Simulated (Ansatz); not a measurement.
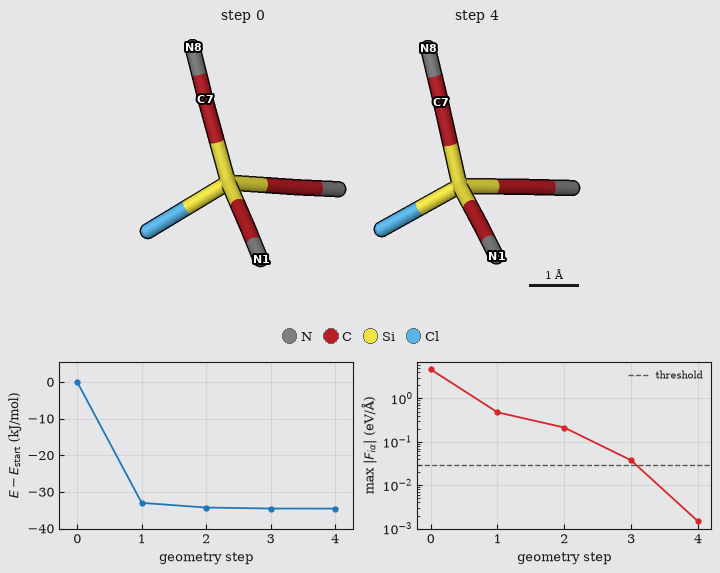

First and last geometry of a relaxation of SiC₃N₃Cl (coarse preliminary run), with the history of the run. The picture is a stick view, seen from a free direction.

The start comes from a force field.

All numbers below come from RKS PBE-D4/def2-SVP (Ansatz). Set-up: force threshold 0.03 eV/Å; at most 200 steps.

### What do the curves and the structures tell?

It converged. The Si atom moves most after the best rigid fit: 0.095 Å. Largest moves by element: Si 0.095 Å, N 0.068 Å, C 0.067 Å, Cl 0.044 Å. Near-neighbour distances that change, for instance: Cl–Si 2.140 → 2.043 Å, C–Si 1.892 → 1.843 Å, C–N 1.135 → 1.173 Å, C–Si 1.832 → 1.843 Å. Among the angles between lasting bonds that change: C–Si–Cl 105.7° → 110.2°, C–Si–C 112.5° → 108.7°, Cl–Si–C 107.1° → 110.3°. After 4 geometry steps the energy has fallen by 34.6 kJ/mol. Largest force component: 4.7 eV/Å at the start, 0.0015 eV/Å at the end. The run took of the order of 24 core-seconds on a shared host.
